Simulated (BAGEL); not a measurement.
# One shape, several levels: CH6AlNS (SMILES NC[S][AlH2])

Aim: a comparison of 3 runs (HF/STO-3G, HF/3-21G, HF/6-31G*) of CH6AlNS. 

The results are computed with BAGEL 1.2.2.

1 further run of the same task is left out (set aside as unsound or not needed). Runs told in other sessions of the task aren't counted.

**1. The structure to begin with**

CH6AlNS has 10 atoms, charge 0, and is taken as a singlet. SMILES: `NC[S][AlH2]`. The C2–S3 distance was set to 3.299 Å, away from the relaxed value. At this shape a bond of the SMILES string is far longer than usual.

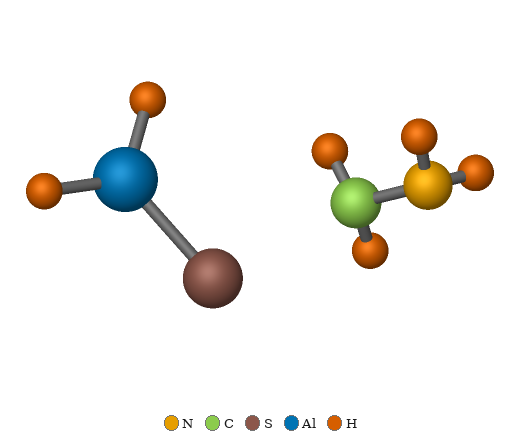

The structure, seen from a chosen angle (nitrogen amber, carbon green, sulfur brown, aluminium blue, hydrogen orange).

**2. A single-point energy at HF/STO-3G (density fitting with qzvpp-jkfit) (run 1)**

Input file input.json:

```json
{ "bagel" : [

{
  "title" : "molecule",
  "basis" : "sto-3g",
  "df_basis" : "qzvpp-jkfit",
  "angstrom" : "true",
  "geometry" : [
    { "atom" : "N", "xyz" : [       0.145703,       2.451748,       1.657684 ] },
    { "atom" : "C", "xyz" : [       0.663103,       1.114948,       1.785584 ] },
    { "atom" : "S", "xyz" : [      -1.103800,      -0.972000,      -0.059800 ] },
    { "atom" : "Al", "xyz" : [       0.321000,      -1.476300,      -1.614300 ] },
    { "atom" : "H", "xyz" : [       0.342603,       2.834848,       0.741984 ] },
    { "atom" : "H", "xyz" : [       0.553403,       3.063048,       2.354484 ] },
    { "atom" : "H", "xyz" : [       0.533403,       0.786248,       2.817984 ] },
    { "atom" : "H", "xyz" : [       1.720903,       0.990648,       1.521484 ] },
    { "atom" : "H", "xyz" : [      -0.126100,      -2.498900,      -2.732700 ] },
    { "atom" : "H", "xyz" : [       1.744800,      -0.780100,      -1.548400 ] }
  ]
},

{ "title" : "hf" },

{ "title" : "print", "file" : "orbitals.molden", "orbitals" : "true" }

]}
```

The run is started by

```
$ BAGEL_NUM_THREADS=1 BAGEL input.json > input.out
```

What it wrote:

```text
* using 1 threads per process

  ===============================================================
  ===============================================================

  *** Geometry ***

  { "atom" : "N", "xyz" : [      0.275339,      4.633132,      3.132569 ] },
  { "atom" : "C", "xyz" : [      1.253083,      2.106946,      3.374265 ] },
  { "atom" : "S", "xyz" : [     -2.085880,     -1.836814,     -0.113006 ] },
[... 6 lines of this table left out ...]
  { "atom" : "H", "xyz" : [      3.297194,     -1.474175,     -2.926052 ] },

  Number of auxiliary basis functions:      516

  Since a DF basis is specified, we compute 2- and 3-index integrals:
    o Being stored without compression. Storage requirement is 0.005 GB

  Number of basis functions:       34
  Number of electrons      :       48

    * METHOD: MOLECULE                             0.34

  *** RHF ***

  === Nuclear Repulsion ===
   167.9488555789

      * DIIS with orbital gradients will be used.

  === RHF iteration (sto-3g) ===
      0       -726.26705336          0.01738689           0.04
      1       -726.11965313          0.02722182           0.04
      2       -726.54777513          0.00602504           0.04
[... 14 lines of this table left out ...]
     17       -726.56299607          0.00000001           0.04
    * SCF iteration converged.

    * Permanent dipole moment:
           (   -0.881075,    -0.139045,     0.366482) a.u.

    * METHOD: HF                                   0.88

    * METHOD: PRINT                                0.01

  ===============================================================
```

It took 1.4 s on 1 thread of Arm Neoverse N1, shared host; peak memory 0.083 GiB.

**3. A single-point energy at HF/3-21G (density fitting with qzvpp-jkfit) (run 2)**

Input file job.json:

```json
{ "bagel": [

{
  "title": "molecule",
  "basis": "3-21g",
  "df_basis": "qzvpp-jkfit",
  "angstrom": true,
  "geometry": [
    { "atom": "N", "xyz": [       0.145703,       2.451748,       1.657684 ] },
    { "atom": "C", "xyz": [       0.663103,       1.114948,       1.785584 ] },
    { "atom": "S", "xyz": [      -1.103800,      -0.972000,      -0.059800 ] },
    { "atom": "Al", "xyz": [       0.321000,      -1.476300,      -1.614300 ] },
    { "atom": "H", "xyz": [       0.342603,       2.834848,       0.741984 ] },
    { "atom": "H", "xyz": [       0.553403,       3.063048,       2.354484 ] },
    { "atom": "H", "xyz": [       0.533403,       0.786248,       2.817984 ] },
    { "atom": "H", "xyz": [       1.720903,       0.990648,       1.521484 ] },
    { "atom": "H", "xyz": [      -0.126100,      -2.498900,      -2.732700 ] },
    { "atom": "H", "xyz": [       1.744800,      -0.780100,      -1.548400 ] }
  ]
},

{ "title": "hf" },

{ "title": "print", "file": "orbitals.molden", "orbitals": true }

]}
```

The run is started by

```
$ BAGEL_NUM_THREADS=1 BAGEL job.json > job.out
```

What it wrote:

```text
* using 1 threads per process

  ===============================================================
  ===============================================================

  *** Geometry ***

  { "atom" : "N", "xyz" : [      0.275339,      4.633132,      3.132569 ] },
  { "atom" : "C", "xyz" : [      1.253083,      2.106946,      3.374265 ] },
  { "atom" : "S", "xyz" : [     -2.085880,     -1.836814,     -0.113006 ] },
[... 6 lines of this table left out ...]
  { "atom" : "H", "xyz" : [      3.297194,     -1.474175,     -2.926052 ] },

  Number of auxiliary basis functions:      516

  Since a DF basis is specified, we compute 2- and 3-index integrals:
    o Being stored without compression. Storage requirement is 0.013 GB

  Number of basis functions:       56
  Number of electrons      :       48

    * METHOD: MOLECULE                             0.35

  *** RHF ***

  === Nuclear Repulsion ===
   167.9488555789

      * DIIS with orbital gradients will be used.

  === RHF iteration (3-21g) ===
      0       -731.13363910          0.01877164           0.07
      1       -731.18123081          0.01767210           0.07
      2       -731.28833344          0.00293005           0.07
[... 14 lines of this table left out ...]
     17       -731.29323939          0.00000001           0.07
    * SCF iteration converged.

    * Permanent dipole moment:
           (   -2.305457,    -2.106183,    -1.288747) a.u.

    * METHOD: HF                                   1.48

    * METHOD: PRINT                                0.01

  ===============================================================
```

Run time: 2 s. Hardware: 1 thread of Arm Neoverse N1, shared host; peak memory 0.095 GiB.

**4. A single-point energy at HF/6-31G(d) (density fitting with qzvpp-jkfit, spherical functions) (run 3)**

Input file calc.json:

```json
{ "bagel": [

{
  "title": "molecule",
  "basis": "6-31gs.json",
  "df_basis": "qzvpp-jkfit",
  "angstrom": "true",
  "geometry": [
    { "atom": "N", "xyz": [    0.145703,    2.451748,    1.657684 ] },
    { "atom": "C", "xyz": [    0.663103,    1.114948,    1.785584 ] },
    { "atom": "S", "xyz": [   -1.103800,   -0.972000,   -0.059800 ] },
    { "atom": "Al", "xyz": [    0.321000,   -1.476300,   -1.614300 ] },
    { "atom": "H", "xyz": [    0.342603,    2.834848,    0.741984 ] },
    { "atom": "H", "xyz": [    0.553403,    3.063048,    2.354484 ] },
    { "atom": "H", "xyz": [    0.533403,    0.786248,    2.817984 ] },
    { "atom": "H", "xyz": [    1.720903,    0.990648,    1.521484 ] },
    { "atom": "H", "xyz": [   -0.126100,   -2.498900,   -2.732700 ] },
    { "atom": "H", "xyz": [    1.744800,   -0.780100,   -1.548400 ] }
  ]
},
{
  "title": "hf"
},
{
  "title": "print",
  "file": "orbitals.molden",
  "orbitals": "true"
}

]}
```

The basis set 6-31G* is read from a file made from the Basis Set Exchange's data (not shown).

The run is started by

```
$ BAGEL_NUM_THREADS=1 BAGEL calc.json > calc.out
```

What it wrote:

```text
* using 1 threads per process

  ===============================================================
  ===============================================================

  *** Geometry ***

  { "atom" : "N", "xyz" : [      0.275339,      4.633132,      3.132569 ] },
  { "atom" : "C", "xyz" : [      1.253083,      2.106946,      3.374265 ] },
  { "atom" : "S", "xyz" : [     -2.085880,     -1.836814,     -0.113006 ] },
[... 6 lines of this table left out ...]
  { "atom" : "H", "xyz" : [      3.297194,     -1.474175,     -2.926052 ] },

  Number of auxiliary basis functions:      516

  Since a DF basis is specified, we compute 2- and 3-index integrals:
    o Being stored without compression. Storage requirement is 0.024 GB

  Number of basis functions:       76
  Number of electrons      :       48

    * METHOD: MOLECULE                             0.45

  *** RHF ***

  === Nuclear Repulsion ===
   167.9488555789

      * DIIS with orbital gradients will be used.

  === RHF iteration (6-31gs.json) ===
      0       -734.90857663          0.01663537           0.11
      1       -734.99790242          0.01207145           0.10
      2       -735.07553838          0.00275454           0.10
[... 15 lines of this table left out ...]
     18       -735.08158627          0.00000001           0.10
    * SCF iteration converged.

    * Permanent dipole moment:
           (   -2.056947,    -2.105500,    -1.380158) a.u.

    * METHOD: HF                                   2.20

    * METHOD: PRINT                                0.02

  ===============================================================
```

It took 2.8 s on 1 thread of Arm Neoverse N1, shared host; peak memory 0.12 GiB.

**5. Overview of the runs**

```
run                                                              level  energy (Eh)  dipole moment (D)  HOMO energy (eV)  LUMO energy (eV)  wall time
  1                       HF/STO-3G (density fitting with qzvpp-jkfit)  -726.562996               2.45             -3.65              2.38      1.4 s
  2                        HF/3-21G (density fitting with qzvpp-jkfit)  -731.293239               8.59             -7.84             -0.97        2 s
  3  HF/6-31G* (density fitting with qzvpp-jkfit, spherical functions)  -735.081586               8.26             -7.89             -0.96      2.8 s
```

**6. Summary of results**

| quantity | value |
| --- | --- |
| run 3: total energy | -735.08159 Eh |
| run 3: dipole moment | 8.26 D |
| run 3: HOMO energy | -7.89 eV |
| run 3: LUMO energy | -0.96 eV |
| run 3: HOMO–LUMO gap | 6.93 eV |

The dipole moment (its size) runs from 2.45 D (HF/STO-3G) to 8.59 D (HF/3-21G). So wide a spread suggests that the runs ended on unlike SCF solutions, not only an effect of the method. The HOMO–LUMO gap runs from 6.03 eV (HF/STO-3G) to 6.93 eV (HF/6-31G*). In run 1 the basis is minimal, so the values are rough. In all runs a closed-shell determinant meets a far-stretched bond; if it breaks into open shells, such a determinant describes it badly, and no broken-symmetry solution was shown. All runs together took 6.2 s, the longest 2.8 s.
